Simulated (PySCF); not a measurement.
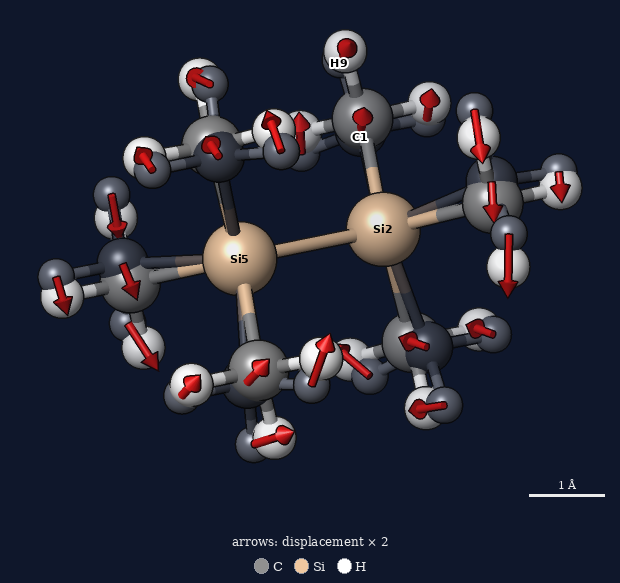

A relaxation of C6H18Si2. The starting structure is drawn faded, the final one solid; red arrows show the displacements, 2 times their true length. The two geometries are superimposed by the best rigid fit.

The picture is a ball-and-stick view, seen at a tilt.

The start comes from GFN2-xTB.

Method: PBE0-D3(BJ)/def2-SVP geometry optimisation, gas phase in PySCF 2.14.0, density-fitted response routines. 

Question: Atoms of which element are displaced furthest, and by how much?

Answer: Hydrogen: up to 0.45 Å, against 0.29 Å for carbon.

Question: What happened in the run?

Answer: The atom that moves furthest after the best rigid fit is an H atom (0.45 Å). By element the largest moves are H 0.45 Å, C 0.29 Å, Si 0.01 Å. Some distances before and after: C–Si 1.915 → 1.891 Å, C–H 1.087 → 1.102 Å. Among the angles between lasting bonds that change: C–Si–C 106.8° → 109.1°. The energy falls by 3.55 kcal/mol in 9 geometry steps. Largest force component: 0.99 eV/Å at the start, 0.0096 eV/Å at the end. The forces were under the threshold at step 3, but the run went on from there.
